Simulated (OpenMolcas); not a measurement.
C4H12N+ (tetramethylammonium): methods side by side

C4H12N+ has 17 atoms, charge +1, and is taken as a singlet. SMILES: `C[N+](C)(C)C`. The coordinates come from a PBE0-D4/def2-TZVP relaxation.

```xyz
17

C    -0.2341    0.5539   -1.3629
N     0.0000    0.0000    0.0000
C     1.3504    0.4096    0.4773
C    -0.0800   -1.4867   -0.0477
C    -1.0364    0.5233    0.9334
H    -0.1729    1.6399   -1.3185
H     0.5268    0.1657   -2.0378
H    -1.2227    0.2505   -1.7029
H     1.5129   -0.0001    1.4727
H     1.3993    1.4966    0.5097
H     2.1006    0.0238   -0.2108
H     0.0913   -1.8823    0.9519
H     0.6809   -1.8600   -0.7310
H    -1.0691   -1.7766   -0.3981
H    -0.8571    0.1142    1.9261
H    -2.0190    0.2187    0.5774
H    -0.9710    1.6096    0.9612
```

Each level gives the energy change with the N2–C3 bond stretched from 1.490 to 1.713 Å (eV). The values are calculated.

```tsv
level	kind	program	value (eV)	CPU time (all runs)
HF/6-31G* (spherical functions) (unrestricted)	Hartree–Fock	OpenMolcas	0.50	22 s
SVWN5/6-31G* (spherical functions) (restricted)	LDA	OpenMolcas	0.51	1.9 min
BLYP/6-31G* (spherical functions) (restricted)	GGA	OpenMolcas	0.25	2.7 min
PBE/6-31G* (spherical functions) (restricted)	GGA	OpenMolcas	0.35	2.6 min
M06-L/6-31G* (spherical functions) (restricted)	meta-GGA	OpenMolcas	0.41	3.8 min
PBE0/6-31G* (spherical functions) (restricted)	global hybrid	OpenMolcas	0.46	2.6 min
B3LYP/6-31G* (Cartesian functions) (restricted)	global hybrid	OpenMolcas	0.37	3.1 min
B2PLYP/6-31G* (spherical functions) (restricted)	double hybrid	OpenMolcas	0.40	1.9 min
MP2/6-31G* (spherical functions) (restricted)	perturbation theory	OpenMolcas	0.45	19 s
```

The first shape isn't each level's own minimum. The values span 0.25 to 0.51 eV. CPU times are rough (shared hosts, several kinds of processor and program).

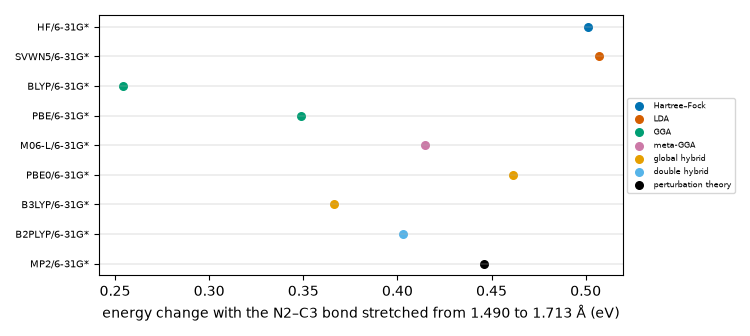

The values of the table, level by level.
